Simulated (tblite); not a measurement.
## Frequency calculation, with input and output: C4H9NSi2

- system: C4H9NSi2
- method: GFN2-xTB harmonic vibrations, gas phase (tblite 0.8.0)

It belongs to a series of runs on one base structure; here: constitutional isomer.

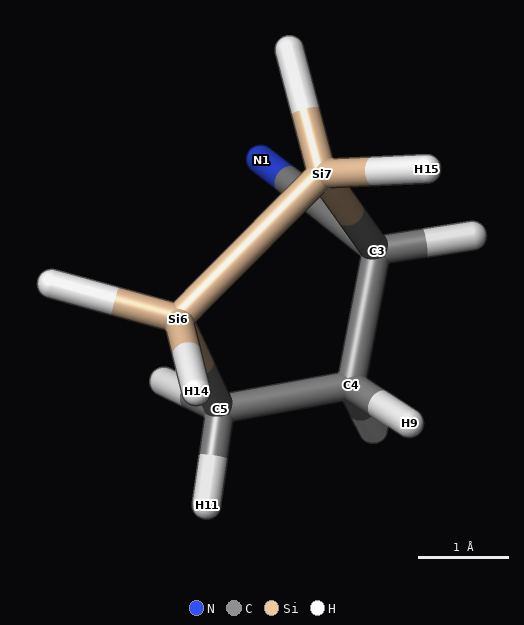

**Figure 1.** The input geometry (stick view, seen at a tilt; atoms are numbered from 1 in the order of the input). Bond lengths as drawn: C–C 1.43 to 1.54 Å, C–H 1.09 Å, C–N 1.15 Å, C–Si 1.92 to 1.94 Å, H–Si 1.46 to 1.47 Å and Si–Si 2.32 Å.

## Results in brief

| quantity | value |
| --- | --- |
| outcome | converged |
| total energy | −530.0487 eV |
| zero-point energy | 71.4000 kcal/mol |
| hardware | 1 CPU thread, shared host |
| wall time | 0.53 s |
| peak memory | 0.18 GiB |

## Input
```
{"job": {"kind": "ir", "xc": "GFN2-xTB", "basis": "xTB"}, "charge": 0, "multiplicity": 1}
N     -1.911411    -0.836119     2.231016
C     -1.638097    -0.569713     1.150547
C     -1.261769    -0.212293    -0.179345
C     -0.127782    -1.123868    -0.676306
C      1.161481    -0.892121     0.112566
Si     1.581192     0.977835     0.114233
Si    -0.623615     1.623325    -0.177581
H     -2.142941    -0.331374    -0.816263
H      0.045484    -0.915241    -1.736267
H     -0.433228    -2.172079    -0.593977
H      1.959834    -1.504536    -0.307001
H      1.009814    -1.234147     1.138732
H      2.265077     1.355416     1.353146
H      2.481793     1.290568    -1.004198
H     -1.024092     2.187744    -1.474620
H     -1.349340     2.365545     0.853907
```

The first line tells a small driver script what to run in tblite; the rest is the geometry in Å.

Launch command:
```bash
OMP_NUM_THREADS=1 python <driver script> task.json out
```

## Output
```
mode    cm-1     km/mol
  1      58.7      2.38
  2     132.1      5.17
  3     153.8      3.06
  4     250.3      1.92
  5     288.7      2.82
  6     334.3     34.63
  7     399.8      9.95
  8     432.2      2.19
  9     458.9      4.63
 10     468.6     12.03
 11     519.5     13.79
 12     545.8     16.44
 13     586.1     83.88
 14     596.5    370.43
 15     643.3     79.27
 16     685.2     51.88
 17     694.7    171.62
 18     785.3    255.51
 19     797.0     87.45
 20     808.2    122.07
 21     899.1      6.40
 22     955.6      1.11
 23    1023.9     27.03
 24    1073.6     34.81
 25    1106.9      9.63
 26    1124.1      3.56
 27    1197.1     15.33
 28    1248.1     14.53
 29    1289.5      3.66
 30    1333.2      3.62
 31    1480.3      2.00
 32    1502.1      1.26
 33    2190.7     49.53
 34    2201.0    464.16
 35    2240.5    298.53
 36    2257.9    328.21
 37    2387.0    295.47
 38    2936.0     17.39
 39    2936.1     43.36
 40    2959.0     30.78
 41    2971.6     50.74
 42    2992.5     23.82
```

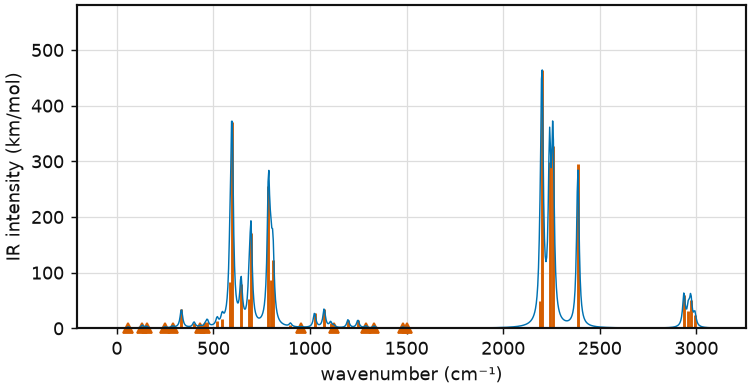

**Figure 2.** Harmonic infrared spectrum, unscaled: sticks (degenerate modes added up, dark ones marked on the axis) with a Lorentzian envelope of 16 cm⁻¹ full width, scaled to the tallest stick. 42 modes from 59 to 2992 cm⁻¹, none imaginary. The strongest line is at 2201 cm⁻¹ (464 km/mol).
